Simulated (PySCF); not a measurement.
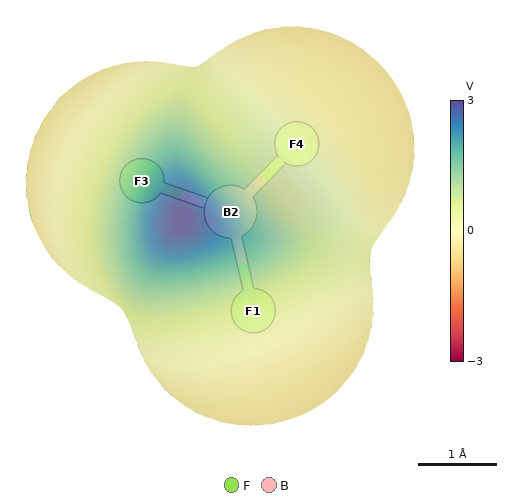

Figure 1: BF3 (SMILES FB(F)F). The molecular electrostatic potential painted on the density surface at 0.002 e/bohr³, seen at a tilt; the colour scale runs from red (negative) to blue (positive).

Geometry: PBE0-D3(BJ)/def2-SVP.

All numbers below come from DFT single point, gas phase, functional PBE0 in PySCF 2.14.0, density-fitted response routines.

> Where is the surface potential most negative and most positive?

The most negative region (about −0.4 V) lies over F1, F3 and F4, the most positive (about +2.9 V) over B2.

> What dipole moment does the calculation give?

Its dipole moment is zero.
